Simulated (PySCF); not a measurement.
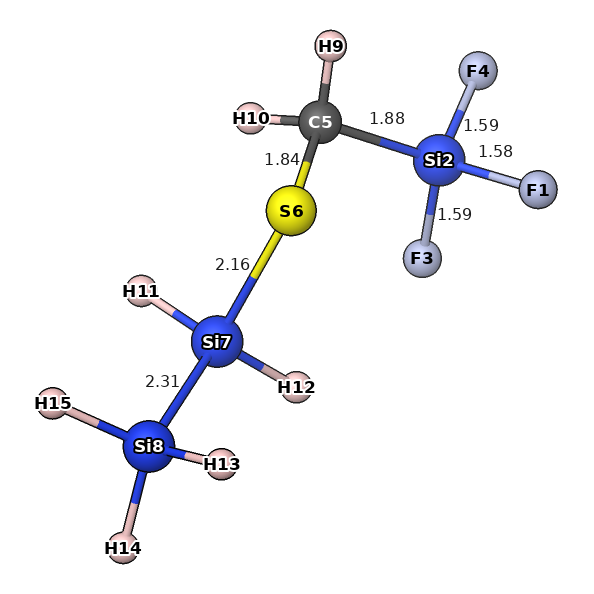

Bond lengths are marked in Å; every bond is drawn as one stick. The computed structure is the end point of a GFN2-xTB optimisation. No frequency run is at hand to confirm it as a minimum.

Which of the marked bonds are single, double, triple or aromatic?

F1–Si2 single; Si2–F3 single; Si2–F4 single; Si2–C5 single; C5–S6 single; S6–Si7 single; Si7–Si8 single.

Give the structure as SMILES.

F[Si](F)(F)CS[SiH2][SiH3]
